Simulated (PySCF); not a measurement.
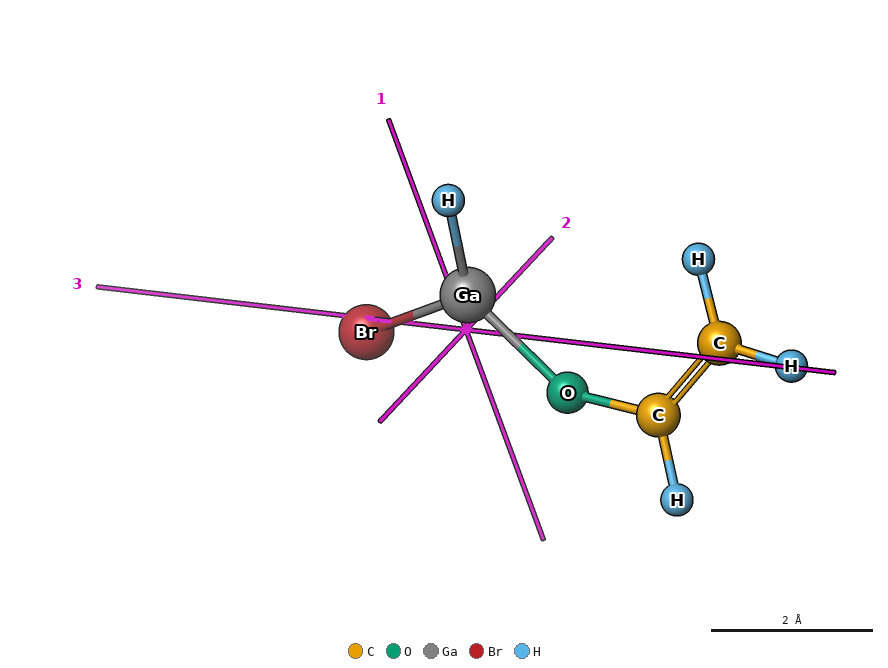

The three principal axes of inertia are drawn and numbered. Distant atoms are faded towards the background colour. The computed structure is the end point of a GFN2-xTB optimisation. No frequency run is at hand to confirm it as a minimum. Masses are those of the most abundant isotopes; constants are for the rigid equilibrium geometry.

Which line is the a axis (least moment of inertia), which b and which c?

Answer. a is line 3, b is line 1, c is line 2; the moments are 63.7, 594, 647 u Å².

What kind of rotor is it, and what are its rotational constants in GHz?

Answer. An asymmetric top (C1): A = 7.94, B = 0.851, C = 0.781 GHz. Ray's parameter κ is −0.98, close to the prolate limit.
